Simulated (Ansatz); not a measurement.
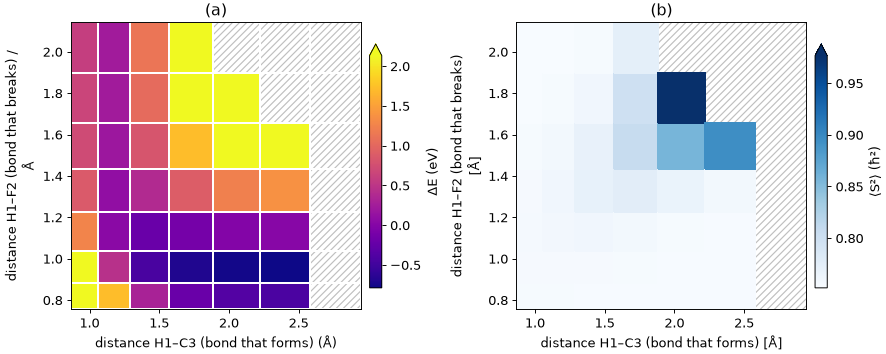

The reacting system CHF4 (fragments FH + CF₃ where the first distance is long, CHF₃ + F where the second is long), spin multiplicity 2. Coordinates scanned: (1) distance H1–C3 (bond that forms); (2) distance H1–F2 (bond that breaks). Relaxed at each point: all other coordinates. The grid has 7 × 7 points. At 10 points there is no value. Points are written as (first, second). Energies: eV, counted from a guessed transition structure relaxed with its forming and breaking bonds held. Theory: UKS r2SCAN0-D4/def2-SVP in Ansatz 0.2.0.

Panel (a) is the energy; panel (b) is the computed ⟨S²⟩, in ħ².

Drawn: one coloured cell a grid point, one colour for all values above the top of the scale, hatched blanks where no value was computed.

How does the ⟨S²⟩ vary over the map, and what is it at the lowest grid point?

Answer. Leaving out the highest fifth of the energies, it runs from 0.75 ħ² at (0.963 Å, 2.019 Å) to 0.78 ħ² at (1.720 Å, 1.324 Å). At the lowest grid point, (2.396 Å, 0.947 Å), it is 0.75 ħ².
